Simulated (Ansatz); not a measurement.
**CH$_{5}$Al$_{2}$ (charge −1): density, localisation and related maps**

```tsv
atom	x (Å)	y (Å)	z (Å)
C	-1.0416	1.1274	-0.9612
Al	-0.2126	0.5535	0.7850
Al	0.7411	-1.8114	1.2846
H	-0.9037	2.2073	-1.1054
H	-0.6222	0.6170	-1.8340
H	-0.9910	1.4373	1.9417
H	-2.1248	0.9480	-0.9565
H	2.3928	-1.6951	1.3779
```

Geometry: PBE0-D4/def2-TZVPD; the highest occupied orbital lies above zero, a sign that basis and functional describe the outermost electron poorly.

The calculation used Ansatz, RKS PBE0-D4/def2-TZVPPD.

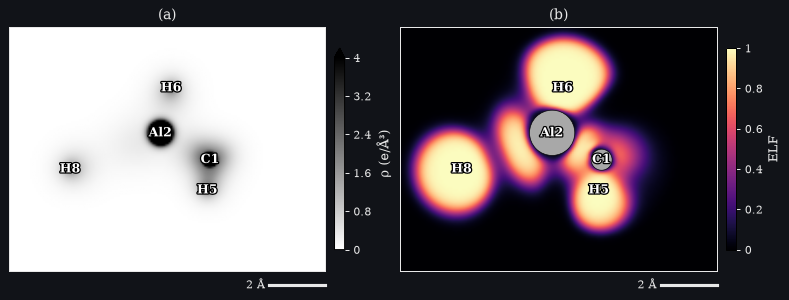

Figure 1. (a) total electron density; (b) electron localisation function on the plane of atoms C1, Al2 and H6. Grey discs cover the atomic cores in the ELF map.

Q: Describe what can be read from this map.

A: The plane passes through C, Al and H nuclei.
C–Al (2.02 Å): ρ is about 0.64 e/Å³ halfway; the ELF peaks at about 0.95 between the atoms; a polar covalent bond.
C–H (1.09 Å): ρ is about 1.9 e/Å³ halfway; the ELF climbs to about 1 towards the hydrogen, as it does in any bond to H: a covalent bond by its length.
Al–H (1.65 Å): the density is about 0.47 e/Å³ at the midpoint; the ELF climbs to about 1 towards the hydrogen.

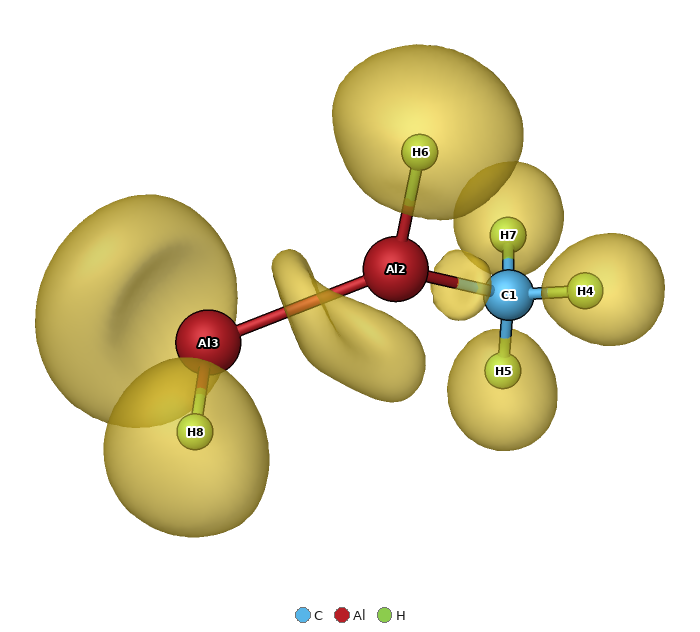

Figure 2. Isosurface of the ELF at 0.9 (yellow), seen at a tilt. Only the valence region is drawn (cores and ρ < 0.01 e/Å³ removed).

Q: What do the ELF domains correspond to?

A: At this value the surface marks out one region between bonded Al–C atoms (shared pairs), five regions around hydrogen nuclei, one lobe on Al, pointing away from the bonds (lone pairs) and one region wrapped around Al (its valence shell).


 Al–Al (2.60 Å): the ELF peaks at about 0.95 between the atoms, as expected for a shared electron pair.

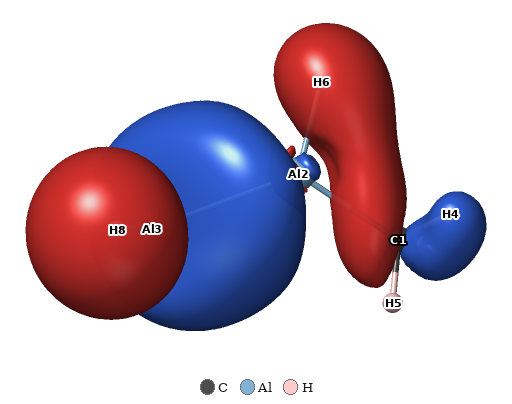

Figure 3. The HOMO−1 at ±0.06 Å⁻³ᐟ² (red and blue are the two phases), seen at a tilt.

Q: What is the character of this orbital?

A: It lies mainly on Al3 (about 40 %), Al2 (about 25 %) and H8 (about 20 %). Its energy is −1.99 eV.
